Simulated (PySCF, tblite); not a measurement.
# C7H13 radical: geometry, infrared bands and EPR parameters

Wanted: the infrared bands and EPR parameters of C7H13 radical (`CC[C]1CC[C@H]1C`), by calculation.

Computed with tblite 0.8.0 and PySCF 2.14.0, with density-fitted response routines of our own, on a single molecule in the gas phase. Atoms are numbered from 0 throughout.

## 1. The molecule as given

20 atoms, charge 0, multiplicity 2; geometry from: force field or distance geometry start.

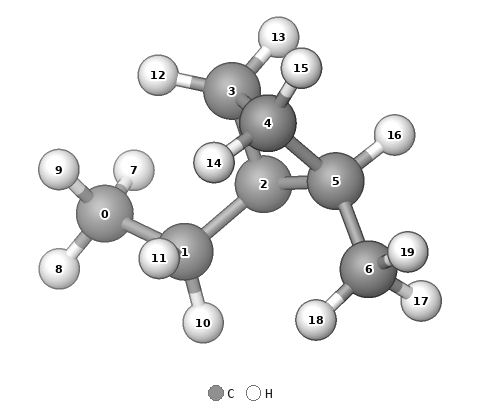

As it starts; carbon grey, hydrogen white, atoms numbered.

## 2. Relaxing the molecule with GFN2-xTB

Job settings and geometry (Å):

```
{"job": {"kind": "relax", "xc": "GFN2-xTB", "basis": "xTB"}, "charge": 0, "multiplicity": 2}
C      2.430800    -0.360900    -0.292800
C      0.975100    -0.567200    -0.715300
C      0.159200    -0.559300     0.551600
C      0.329900     0.794100     1.216700
C     -0.853100     1.237500     0.403300
C     -1.292900    -0.206900     0.458200
C     -2.093600    -0.730500    -0.676300
H      2.545500    -0.714500     0.732700
H      3.153100    -0.844100    -0.981600
H      2.679600     0.727600    -0.319000
H      0.871600    -1.513500    -1.285000
H      0.720300     0.239800    -1.406100
H      1.270100     1.318300     1.043000
H      0.047500     0.677800     2.284500
H     -0.544400     1.613300    -0.599600
H     -1.544500     1.935000     0.930300
H     -1.794900    -0.379800     1.448100
H     -2.379200    -1.795800    -0.442700
H     -1.633900    -0.685100    -1.652400
H     -3.051400    -0.175200    -0.700800
```

Run with:

```sh
$ OMP_NUM_THREADS=1 python probes_run.py task.json out
```

The driver reads the jobs from task.json and runs them one after another.

Standard output:

```text
step      E/eV     max force
  0    -584.95514    2.450
  1    -585.18058    0.948
  2    -585.26144    0.596
  3    -585.34095    0.527
  4    -585.38817    0.442
  5    -585.42681    0.373
  6    -585.45735    0.387
  7    -585.48430    0.412
  8    -585.50699    0.354
  9    -585.52704    0.325
 10    -585.54559    0.309
 11    -585.56607    0.342
 12    -585.59069    0.367
 13    -585.62066    0.423
 14    -585.65133    0.401
 15    -585.67208    0.332
 16    -585.68637    0.267
 17    -585.70052    0.241
 18    -585.71346    0.310
 19    -585.72834    0.287
 20    -585.74384    0.310
 21    -585.75700    0.288
 22    -585.76604    0.208
 23    -585.77214    0.202
 24    -585.77859    0.173
 25    -585.78700    0.211
 26    -585.79596    0.226
 27    -585.80462    0.235
 28    -585.81396    0.314
 29    -585.82507    0.275
 30    -585.83558    0.343
 31    -585.84496    0.240
 32    -585.85230    0.173
 33    -585.85932    0.188
 34    -585.86610    0.201
 35    -585.87513    0.189
 36    -585.88186    0.151
 37    -585.88658    0.139
 38    -585.89019    0.147
 39    -585.89364    0.187
 40    -585.89832    0.168
 41    -585.90451    0.186
 42    -585.91218    0.178
 43    -585.91687    0.167
 44    -585.92257    0.153
 45    -585.92622    0.151
 46    -585.92948    0.130
 47    -585.93157    0.161
 48    -585.93445    0.114
 49    -585.93706    0.087
 50    -585.94007    0.095
 51    -585.94189    0.096
 52    -585.94410    0.123
 53    -585.94581    0.115
 54    -585.94724    0.098
 55    -585.94849    0.079
 56    -585.94970    0.076
 57    -585.95142    0.099
 58    -585.95330    0.110
 59    -585.95588    0.103
 60    -585.95869    0.139
 61    -585.96169    0.157
 62    -585.96371    0.133
 63    -585.96603    0.109
 64    -585.96769    0.093
 65    -585.96929    0.080
 66    -585.97060    0.087
 67    -585.97184    0.075
 68    -585.97299    0.096
 69    -585.97420    0.096
 70    -585.97575    0.087
 71    -585.97711    0.077
 72    -585.97786    0.068
 73    -585.97835    0.064
 74    -585.97907    0.059
 75    -585.97990    0.059
 76    -585.98072    0.070
 77    -585.98131    0.051
 78    -585.98174    0.045
 79    -585.98220    0.038
 80    -585.98266    0.039
 81    -585.98297    0.043
 82    -585.98319    0.042
 83    -585.98340    0.037
 84    -585.98366    0.032
 85    -585.98394    0.031
 86    -585.98417    0.033
 87    -585.98433    0.027
 88    -585.98445    0.028
 89    -585.98455    0.026
 90    -585.98464    0.020
 91    -585.98473    0.023
 92    -585.98481    0.022
 93    -585.98489    0.021
 94    -585.98497    0.018
 95    -585.98504    0.019
 96    -585.98510    0.023
 97    -585.98517    0.030
 98    -585.98524    0.030
 99    -585.98532    0.022
100    -585.98537    0.014
101    -585.98541    0.013
102    -585.98543    0.011
103    -585.98546    0.013
104    -585.98550    0.015
105    -585.98553    0.011
106    -585.98556    0.010
```

It took 0.74 s on 1 thread of Arm Neoverse V1, shared host; peak memory 0.18 GiB.

Along the way: (not every step is listed)

| step | energy from step 0 (eV) | largest force (eV/Å) |
| --- | --- | --- |
| 0 | 0.0000 | 2.4503 |
| 1 | -0.2254 | 0.9477 |
| 2 | -0.3063 | 0.5957 |
| 3 | -0.3858 | 0.5272 |
| 4 | -0.4330 | 0.4423 |
| 5 | -0.4717 | 0.3726 |
| 6 | -0.5022 | 0.3868 |
| 7 | -0.5292 | 0.4115 |
| 8 | -0.5518 | 0.3540 |
| 17 | -0.7454 | 0.2409 |
| 26 | -0.8408 | 0.2258 |
| 35 | -0.9200 | 0.1885 |
| 44 | -0.9674 | 0.1530 |
| 53 | -0.9907 | 0.1155 |
| 62 | -1.0086 | 0.1333 |
| 71 | -1.0220 | 0.0767 |
| 80 | -1.0275 | 0.0390 |
| 89 | -1.0294 | 0.0258 |
| 98 | -1.0301 | 0.0300 |
| 101 | -1.0303 | 0.0130 |
| 102 | -1.0303 | 0.0114 |
| 103 | -1.0303 | 0.0128 |
| 104 | -1.0304 | 0.0153 |
| 105 | -1.0304 | 0.0108 |
| 106 | -1.0304 | 0.0098 |

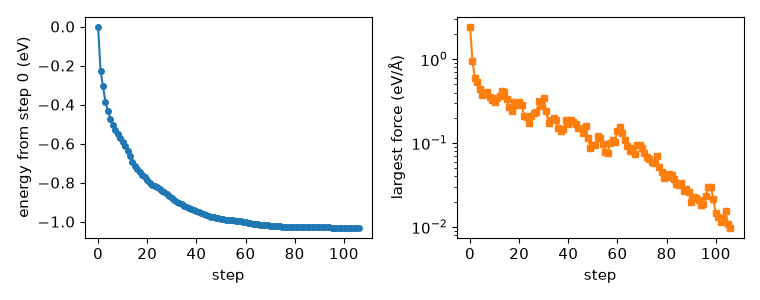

Energy and largest force along the relaxation.

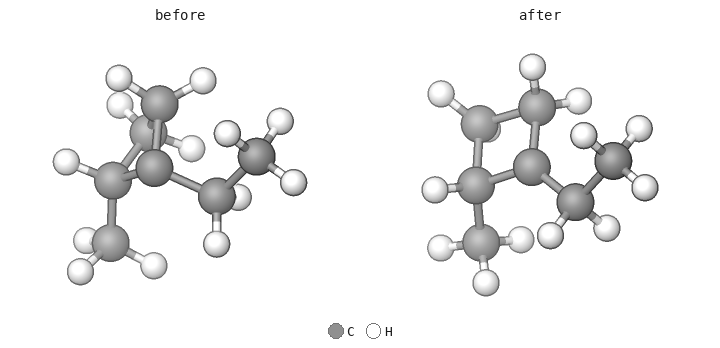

Before and after, at one scale.

Close pairs (by a distance rule), those that changed most:

| bond | before (Å) | after (Å) | change (Å) |
| --- | --- | --- | --- |
| C5–C6 | 1.484 | 1.529 | +0.045 |
| C6–H17 | 1.127 | 1.088 | -0.040 |
| C3–C4 | 1.503 | 1.541 | +0.039 |
| C4–C5 | 1.511 | 1.546 | +0.035 |
| C1–C2 | 1.507 | 1.476 | -0.031 |
| C0–H9 | 1.117 | 1.087 | -0.030 |
| C2–C3 | 1.518 | 1.490 | -0.028 |
| C4–H14 | 1.115 | 1.088 | -0.027 |

The final coordinates are the input of the step that follows.

## 3. Vibrational analysis with GFN2-xTB

Job settings and geometry (Å):

```
{"job": {"kind": "ir", "xc": "GFN2-xTB", "basis": "xTB"}, "charge": 0, "multiplicity": 2}
C      2.597279    -0.690657    -0.118233
C      1.159189    -0.900937    -0.591473
C      0.198184    -0.106456     0.198124
C      0.267880     1.275636     0.750248
C     -1.259242     1.221583     0.951824
C     -1.281145    -0.212225     0.373055
C     -2.103089    -0.407646    -0.901573
H      2.697229    -0.978659     0.925341
H      3.286682    -1.287057    -0.710943
H      2.875247     0.356142    -0.212594
H      0.891072    -1.960896    -0.524787
H      1.104719    -0.630660    -1.659933
H      0.617698     2.047101     0.054883
H      0.847366     1.384772     1.672289
H     -1.810193     1.941552     0.350805
H     -1.583698     1.300365     1.987014
H     -1.596215    -0.971175     1.101935
H     -1.917049    -1.393701    -1.321189
H     -1.831861     0.339625    -1.644083
H     -3.165201    -0.316029    -0.683744
```

Standard output:

```text
mode    cm-1     km/mol
  1      33.9      0.08
  2      59.8      1.20
  3     115.5      2.19
  4     177.1      0.90
  5     210.5      0.03
  6     236.5      0.92
  7     283.0      1.78
  8     388.9      0.48
  9     468.7      1.95
 10     636.4      0.69
 11     772.0      0.85
 12     797.7      6.19
 13     810.9      2.18
 14     913.3      1.06
 15     930.2      1.70
 16     992.2      1.10
 17    1004.7     11.49
 18    1017.3      2.81
 19    1031.5      0.31
 20    1047.3      0.87
 21    1078.5      1.91
 22    1107.5      2.99
 23    1135.1      5.29
 24    1162.3      1.44
 25    1192.1      3.40
 26    1216.1      1.28
 27    1220.1      3.11
 28    1227.3      0.60
 29    1255.0      2.12
 30    1289.4      2.51
 31    1313.7      9.19
 32    1383.0     17.03
 33    1397.2      1.35
 34    1408.6      2.39
 35    1457.2      0.37
 36    1465.1      0.09
 37    1478.8      0.63
 38    1495.9      1.97
 39    1500.2      2.33
 40    1501.9      1.67
 41    1506.4      3.14
 42    2798.9     51.03
 43    2854.6     64.57
 44    2872.6     33.20
 45    2921.8     57.03
 46    2933.7     44.93
 47    3009.5     45.43
 48    3017.2     30.41
 49    3023.0     63.32
 50    3030.7     47.49
 51    3034.2     30.17
 52    3034.8     48.03
 53    3038.6     45.28
 54    3043.9     26.57
```

Wall time 0.68 s (1 thread of Arm Neoverse V1, shared host); peak memory 0.18 GiB.

Which atoms move in the most intense modes:

| cm⁻¹ | km/mol | atoms |
| --- | --- | --- |
| 2799 | 51.0 | H11 92 % |
| 2855 | 64.6 | H16 92 % |
| 2922 | 57.0 | H13 68 %, H12 28 % |
| 3010 | 45.4 | H15 55 %, H14 34 % |
| 3023 | 63.3 | H19 85 % |
| 3031 | 47.5 | H18 59 %, H17 30 % |
| 3035 | 48.0 | H17 54 %, H18 27 %, H8 11 % |
| 3039 | 45.3 | H7 60 %, H9 31 % |

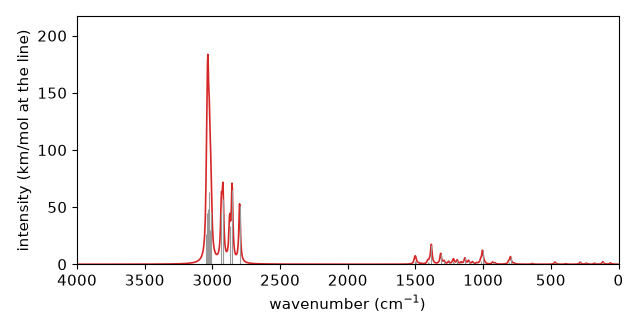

The infrared spectrum from these modes, unscaled. Lines are broadened to a width of 14 cm⁻¹ (Lorentzian).

## 4. EPR parameters: B3LYP/pcH-1

Settings changed since step 3:

```diff
@@ -1,2 +1,2 @@
-{"job": {"kind": "ir", "xc": "GFN2-xTB", "basis": "xTB"}, "charge": 0, "multiplicity": 2}
+{"job": {"kind": "epr", "basis": "pcH-1"}, "charge": 0, "multiplicity": 2}
 C      2.597279    -0.690657    -0.118233
```

With the program's defaults for keys left out, this is: UKS B3LYP, pcH-1 on C H, non-relativistic, mean-field spin-orbit, GIAO.

Standard output:

```text
UKS, coarse grid
  cycle   1  E = -274.44738426  |g| = 3.64e-01
  cycle   2  E = -274.41873672  |g| = 4.40e-01
  cycle   3  E = -274.52158153  |g| = 3.23e-02
  cycle   4  E = -274.52188924  |g| = 2.35e-02
  cycle   5  E = -274.52215277  |g| = 5.09e-03
  cycle   6  E = -274.52216805  |g| = 1.33e-03
  cycle   7  E = -274.52217022  |g| = 5.93e-04
UKS, final grid
  cycle   1  E = -274.52215291  |g| = 5.80e-04
  cycle   2  E = -274.52215289  |g| = 6.34e-04
  cycle   3  E = -274.52215309  |g| = 7.89e-05
  cycle   4  E = -274.52215309  |g| = 2.79e-05
E = -274.52215309 Eh   <S^2> = 0.7543 (exact 0.7500)
g shifts (ppm)      1          2          3
  rmc          -142       -142       -142
  gc              2         34         28
  oz_so         -28        571        722
  total        -168        463        608
hyperfine (MHz)  atom isotope    a_iso     a_fc   dipolar eigenvalues
    0   13C      22.04      22.04     -1.88     -1.58      3.47
    1   13C     -29.00     -29.00     -1.63     -0.67      2.31
    2   13C     108.89     108.89    -79.60    -77.83    157.43
    3   13C     -32.87     -32.87     -2.52     -0.17      2.69
    4   13C       7.23       7.23     -1.50     -1.27      2.78
    5   13C     -32.00     -32.00     -2.38     -0.38      2.76
    6   13C      56.40      56.40     -4.10     -3.85      7.96
    7    1H      -1.94      -1.94     -3.91     -2.59      6.50
    8    1H       0.21       0.21     -1.94     -1.62      3.57
    9    1H      -1.60      -1.60     -2.85     -2.53      5.38
   10    1H      36.20      36.20     -4.87     -4.35      9.22
   11    1H     132.97     132.97     -4.82     -3.39      8.21
   12    1H     105.00     105.00     -4.16     -3.18      7.35
   13    1H     112.17     112.17     -4.69     -4.05      8.73
   14    1H      -4.60      -4.60     -2.55     -2.27      4.82
   15    1H      -2.09      -2.09     -2.51     -2.31      4.82
   16    1H     103.09     103.09     -4.89     -3.95      8.84
   17    1H      -3.41      -3.41     -3.45     -2.04      5.49
   18    1H      -3.26      -3.26     -4.57     -1.76      6.33
   19    1H       4.93       4.93     -2.77     -1.67      4.44
```

Wall time 78 s (1 thread of Arm Neoverse V1, shared host); peak memory 0.97 GiB.

Principal g values 2.00215, 2.00278, 2.00293; g(iso) = 2.00262, against 2.00232 for a free electron.

Hyperfine couplings; where a row names several nuclei, a(iso) is their mean (it holds for fast rotation or exchange) and the dipolar term the largest among them:

| nuclei | isotope | a(iso) (MHz) | a(iso) (G, at g = 2.0023) | largest dipolar term (MHz) |
| --- | --- | --- | --- | --- |
| H11 | 1H | 133.0 | 47.4 | 8.2 |
| H13 | 1H | 112.2 | 40.0 | 8.7 |
| C2 | 13C | 108.9 | 38.9 | 157.4 |
| H12 | 1H | 105.0 | 37.5 | 7.3 |
| H16 | 1H | 103.1 | 36.8 | 8.8 |
| C6 | 13C | 56.4 | 20.1 | 8.0 |
| H10 | 1H | 36.2 | 12.9 | 9.2 |
| C3 | 13C | -32.9 | -11.7 | 2.7 |
| C5 | 13C | -32.0 | -11.4 | 2.8 |
| C1 | 13C | -29.0 | -10.3 | 2.3 |
| C0 | 13C | 22.0 | 7.9 | 3.5 |
| C4 | 13C | 7.2 | 2.6 | 2.8 |
| H14 | 1H | -4.6 | -1.6 | 4.8 |
| H15 | 1H | -2.1 | -0.7 | 4.8 |

Mulliken spin populations:

C0 0.01; C1 -0.08; C2 0.96; C3 -0.09; C4 0.01; C5 -0.08; C6 0.03; H7 0.00; H8 0.00; H9 0.00; H10 0.01; H11 0.06; H12 0.05; H13 0.05; H14 0.00; H15 0.00; H16 0.05; H17 0.00; H18 0.00; H19 0.01

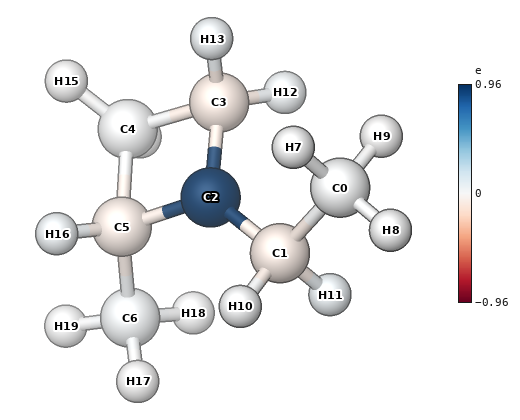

Mulliken spin populations, as colours on the atoms.

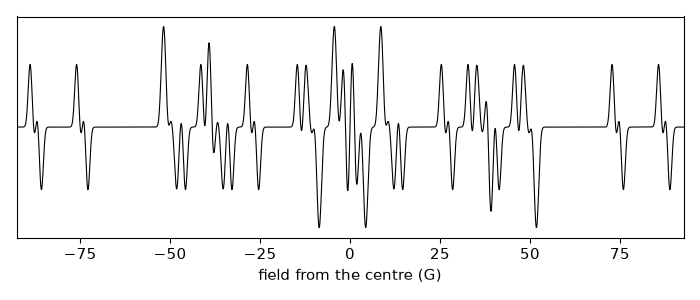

First-order isotropic spectrum (first derivative, main isotopes with spin only, couplings over 0.8 MHz, Gaussian width 0.4 G; couplings of the frozen geometry, rotation of groups not averaged beyond the rows shown).

The fields below are evaluated on a grid from the run's orbitals.

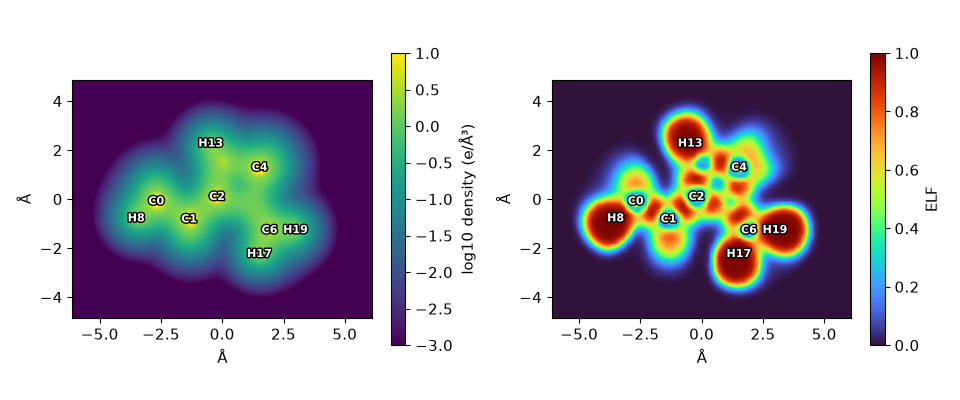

Density (left) and ELF (right) in a plane through or near 9 of the atoms.

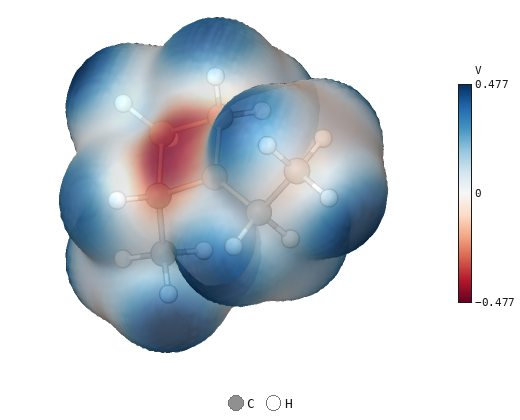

The potential that a unit positive charge feels on the 0.002 e/bohr³ surface, from -0.30 V near C2 to 0.48 V near H8.

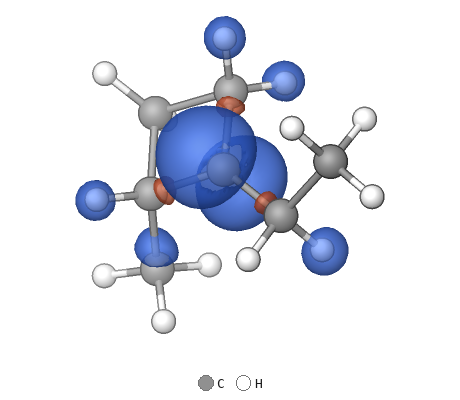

Spin density at ±0.04 e/Å³ (alpha excess blue, beta excess red).

## 5. Outcome

| quantity | value |
| --- | --- |
| strongest single infrared mode (GFN2-xTB) | 2855 cm⁻¹, 65 km/mol |
| zero-point energy (GFN2-xTB) | 112.0 kcal/mol |
| g(iso) (B3LYP) | 2.00262 |
| ⟨S²⟩ | 0.754 (exact 0.75) |
| largest a(iso) (averaged by class) | 1H on H11, 133.0 MHz |
| surface potential, least and greatest | -0.30 V and 0.48 V |

What this shows: Over 106 steps the energy fell by 1.030 eV; of the close pairs, C5–C6 changed most, 1.484 to 1.529 Å. All 54 modes are real, so the xTB geometry is a minimum. The strongest single mode, at 2855 cm⁻¹, moves mainly H16. Unscaled tight-binding wavenumbers are off by several per cent, some by more. Its intensities can rank the bands wrongly. C2 carries the largest spin population, 0.96 e. The isotropic g lies 0.3 ppt above the free-electron value.
